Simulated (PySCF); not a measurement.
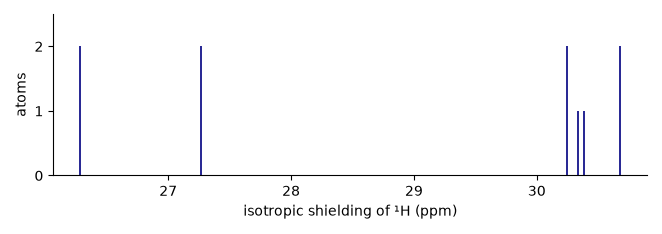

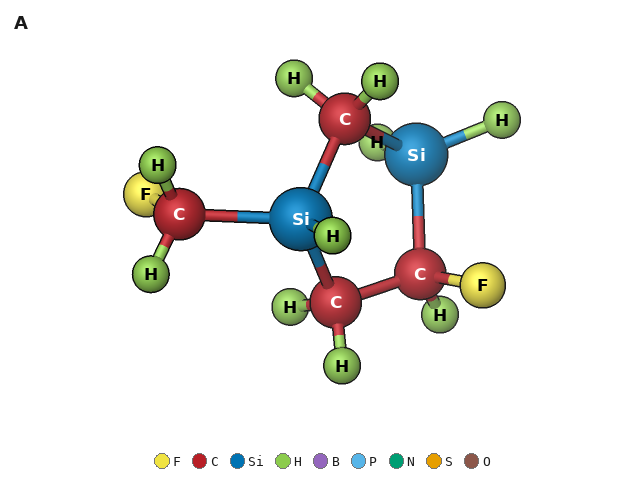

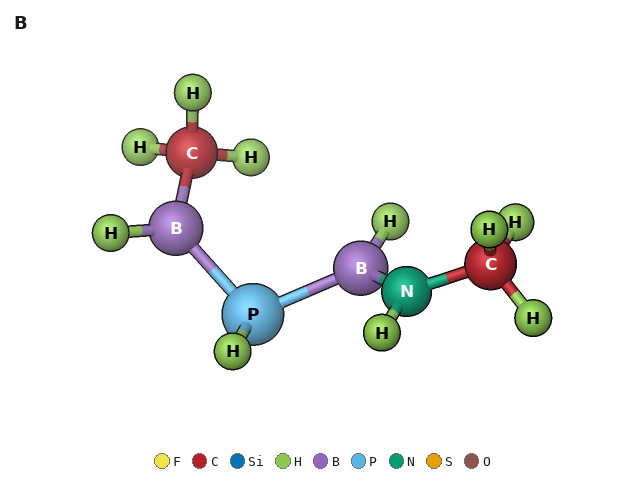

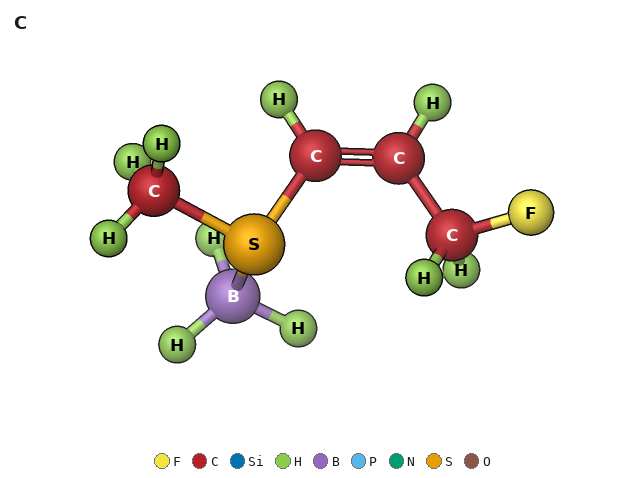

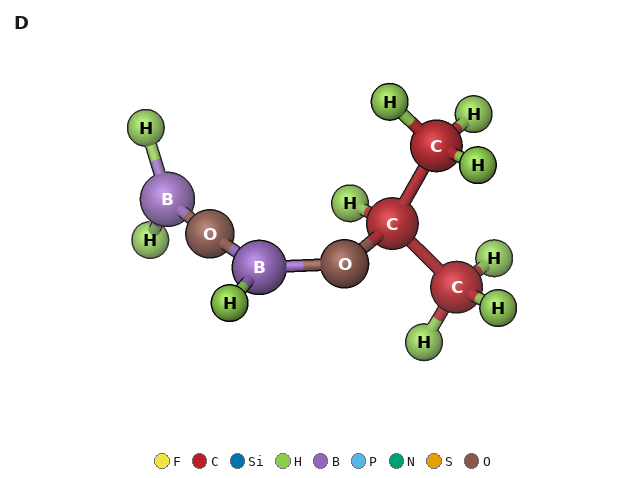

The sticks are computed shieldings of one of the molecules, for one fixed geometry (GFN2-xTB) without averaging over rotations. Low shielding means a high chemical shift. Method: GIAO PBE0/pcSseg-1 NMR shielding, non-relativistic, gas phase (PySCF 2.14.0).

Question: Match the spectrum to a structure.

Answer: D, `BOBOC(C)C`. Its 10 H atoms give lines at 26.28 (2 atoms), 27.27 (2 atoms), 30.24 (2 atoms), 30.34, 30.38, 30.68 (2 atoms) ppm.

The geometry is semi-empirical. Around B, P, Si such bond lengths and angles can be off by a tenth of an ångström or more and by several degrees, and values that hang on the shape move with them.
